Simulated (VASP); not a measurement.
Band structure of GaP (zinc blende). Computed with PBE GGA, VASP's PBE PAW potentials (set 64) (plane waves; VASP).

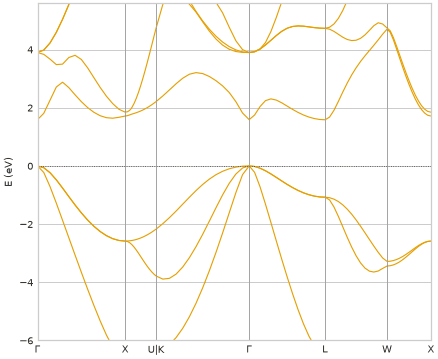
Fig. 1. Bands along high-symmetry lines, zero at the valence-band maximum or, without a gap, the Fermi level

Task: Read the plot: is there a gap, and where are the band edges?

Result: The gap is indirect, 1.58 eV, from the valence maximum at Γ to the conduction minimum at L. (Edges off the drawn lines would not show.)

Measured: gap 2.43 eV (computed value off by -0.85 eV), as given by Wei Chen et al., Physical Review Materials (2018), doi:10.1103/physrevmaterials.2.073803 [zero-point renormalisation of 0.08 eV added back (the table's ZPR column)].

The compound is GaP in the zinc blende structure. It was relaxed first.
